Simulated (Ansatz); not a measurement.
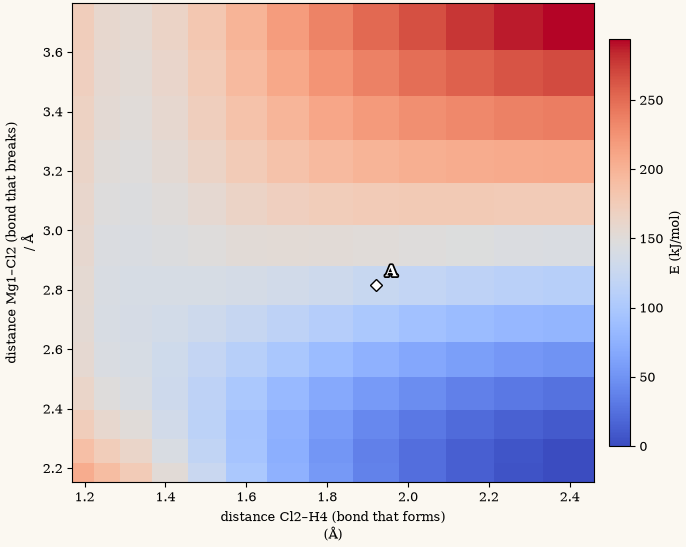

The reacting system Cl₂H₂Mg (fragments Cl₂H₂Mg where the first distance is long, ClHMg + ClH where the second is long). Coordinates scanned: (1) distance Cl2–H4 (bond that forms); (2) distance Mg1–Cl2 (bond that breaks). Relaxed at each point: all other coordinates. The scan uses a 13 × 13 grid. Points are written as (first, second). All energies are given in kJ/mol relative to the lowest grid point. Energies and slopes of some neighbouring points disagree (a jump in structure or state, or too coarse a mesh). The reference is spin-restricted, so regions where a bond is pulled apart into radicals lie too high. All numbers below come from Ansatz 0.2.0, RKS PBE0-D4/def2-SVP.

Drawn: one coloured cell a grid point, the point A.

Which way does the force act at A, and how strong is it?

Answer. A, at (1.920 Å, 2.818 Å), is not a stationary point. The computed force is 46 kJ/mol for each Å towards larger values of the first coordinate and 200 kJ/mol for each Å towards smaller values of the second coordinate.
